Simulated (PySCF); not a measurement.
```xyz
15

C    -4.1883   -1.0295   -0.2194
C    -3.0972   -0.5272   -0.2606
C    -1.7973   -0.0094   -0.3049
C    -1.4485    1.2350   -0.3929
S    -0.8296    2.6635   -0.4965
Si   -0.3904   -1.3201   -0.2327
C     1.1956   -0.3950   -0.2035
C     2.2070    0.2618   -0.1846
C     3.4181    1.0454   -0.1577
H    -5.1563   -1.4303   -0.1870
H    -0.5069   -2.1471   -1.4384
H    -0.5964   -2.0847    1.0015
H     3.1897    2.0822   -0.4040
H     4.1323    0.6567   -0.8832
H     3.8638    1.0068    0.8362
```

Geometry: GFN2-xTB.

Level of theory: CAM-B3LYP/def2-SVPD, SCF density, gas phase in PySCF 2.14.0.

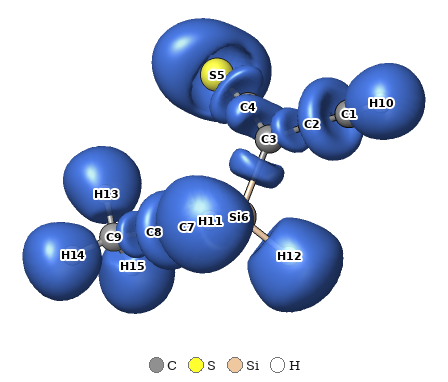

C7H6SSi. Isosurface of the ELF at 0.8 (blue), seen at an oblique angle. Only the valence region is drawn (cores and ρ < 0.01 e/Å³ removed).

What do the ELF domains correspond to?

The ELF exceeds this value in five regions between bonded C–C atoms (shared pairs), one region between bonded C–S atoms (shared pairs), two regions between bonded C–Si atoms (shared pairs), six regions around hydrogen nuclei and one ring or bowl of non-bonding electrons around S. Along the contacts the grid gives the following. C–C (1.20 Å): the ELF peaks at about 0.85 between the atoms (a multiple bond). C–S (1.56 Å): the ELF peaks at about 0.90 between the atoms: localised, covalent bonding.
